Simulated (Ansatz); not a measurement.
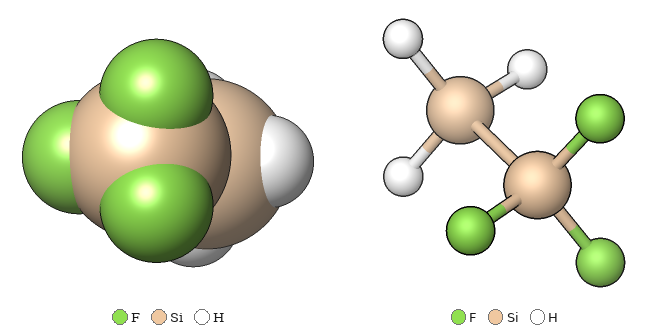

The same structure drawn twice, from different directions.

Describe the molecule.

It has 8 atoms: 3 fluorine, 3 hydrogen and 2 silicon (F₃H₃Si₂). Its SMILES string is `F[Si](F)(F)[SiH3]`. It has no ring. Among its groups: Si–H bond. This geometry has C3v symmetry. Coordination: 2 Si tetrahedral.

More results for the same structure follow; atom numbers are the same in all pictures, views and colours differ. Computed geometry: PBE0-D4/def2-TZVP optimisation.

Geometry

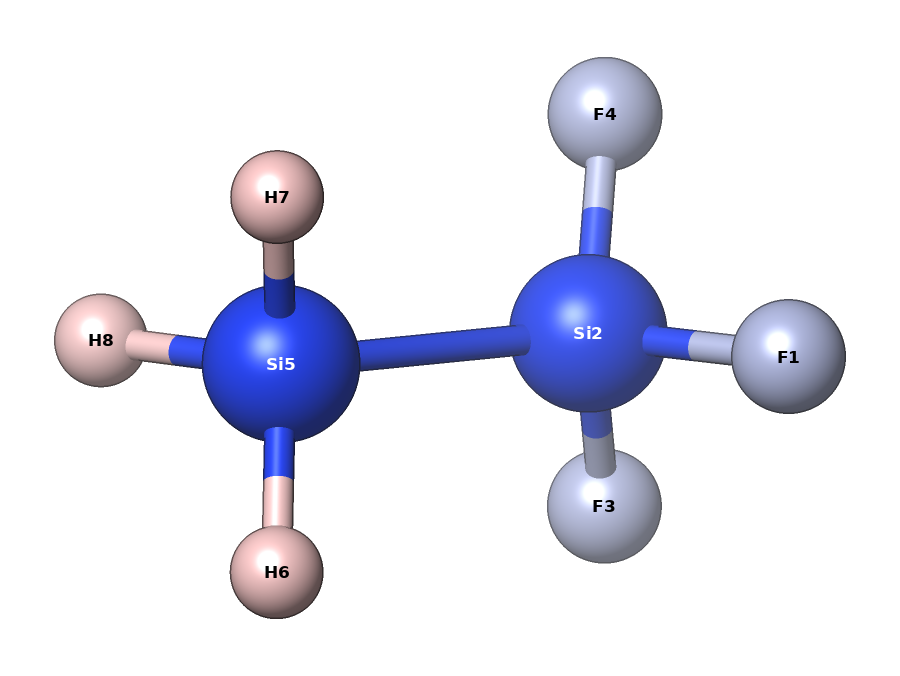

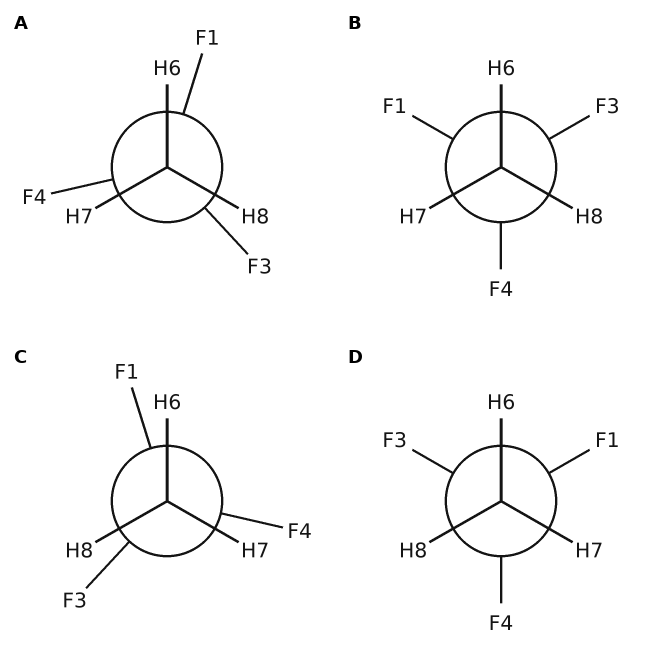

Atoms fade into the background with distance from the viewer. Bonds that would overlap in a projection are set slightly apart.

> Which Newman projection shows the view along Si5–Si2, with Si5 in front?

B. The torsion angle H6–Si5–Si2–F1 is −60°, synclinal (gauche).

Vibrations

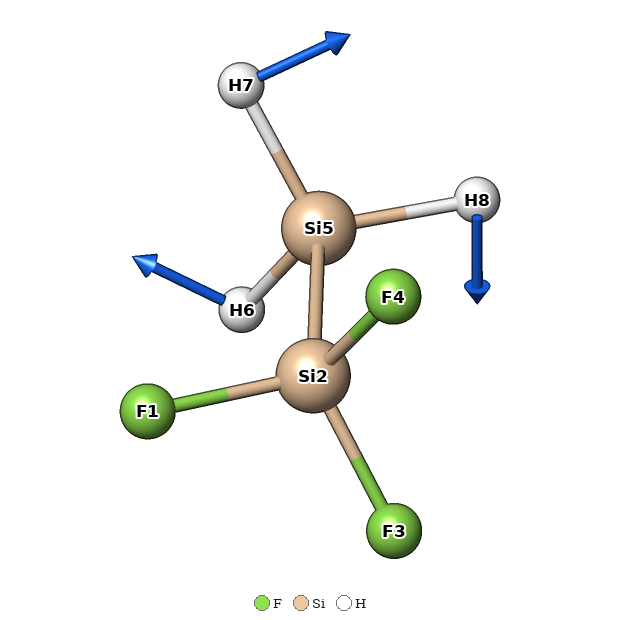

The arrows show one normal mode. Harmonic vibrations computed with RKS PBE0-D4/def2-TZVP (Ansatz 0.2.0) at a stationary point of the same level.

> What kind of motion is it?

A torsion or out-of-plane motion in which bond lengths and bond angles hardly change.

> At what wavenumber does it lie?

82 cm⁻¹; it is mode 1 of 18 counted from the lowest.

Charges

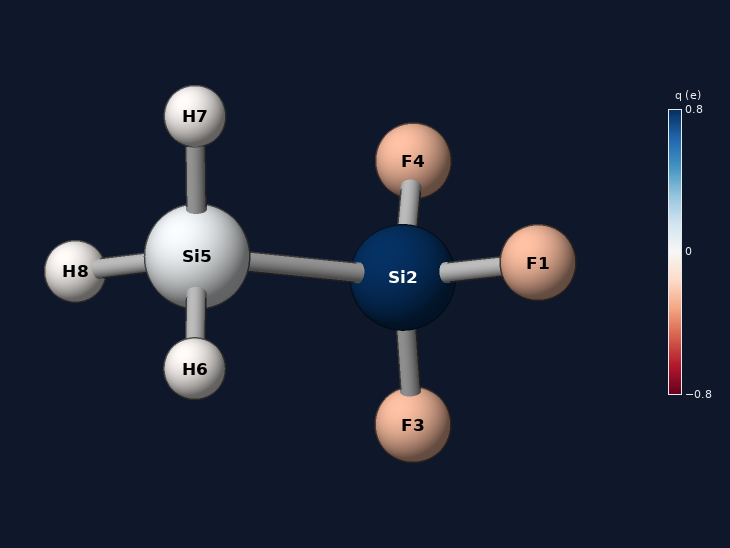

Atoms are coloured by their Mulliken charges. Level of theory: RKS PBE-D4/def2-TZVPP (Ansatz 0.2.0).

> Which atom carries the highest charge (most positive or least negative)?

Si2 (0.80 e).

> And the lowest?

F1, F3, F4 (−0.25 e).

List the Mulliken charges.

| atom | value (e) |
| --- | --- |
| F1 | −0.25 |
| Si2 | 0.80 |
| F3 | −0.25 |
| F4 | −0.25 |
| Si5 | 0.03 |
| H6 | −0.02 |
| H7 | −0.02 |
| H8 | −0.02 |

Levels of theory compared

Program: Ansatz 0.2.0.

At this fixed geometry, give dipole (D), HOMO energy (eV), HOMO–LUMO gap (eV) at these levels: B3LYP-D4/def2-TZVPP; PBE-D4/def2-TZVPP; r2SCAN-D4/def2-TZVPP; ωB97M-V/def2-TZVPP.

```
               level  dipole (D)  HOMO energy (eV)  HOMO–LUMO gap (eV)
 B3LYP-D4/def2-TZVPP        2.07             −9.18                8.70
   PBE-D4/def2-TZVPP        1.93             −8.06                6.90
r2SCAN-D4/def2-TZVPP        1.97             −8.37                7.50
  ωB97M-V/def2-TZVPP        2.06            −11.47               13.00
```

Mulliken values depend strongly on the basis set and can even reverse the polarity of a bond.
